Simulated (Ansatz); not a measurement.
**A computed series for Ge: pressure series**

The reference is Ge in the diamond structure (space group Fd-3m, No. 227; a = 5.6762 Å).

Cell and atoms are relaxed at each pressure.

All numbers come from Kohn–Sham DFT with the PBEsol functional, run in Ansatz (a program for electronic structure) with PAW and 420 eV plane waves, spin-orbit coupling left out.

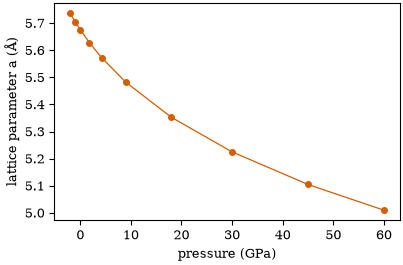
Fig. 1. Lattice parameter a against pressure

```
pressure (GPa)  lattice parameter a
--------------  -------------------
-2                          5.737 Å
-1                          5.705 Å
1.8                         5.628 Å
4.2                         5.573 Å
9                           5.482 Å
18                          5.352 Å
30                          5.225 Å
45                          5.105 Å
60                          5.010 Å
```

Load acts through the strain it causes; cell and atoms are relaxed under it. Whether these cells are dynamically stable was not tested. Measured, Ge leaves this structure (for the β-tin structure) near 10.6 GPa (room temperature; as listed in arXiv:1906.07825).
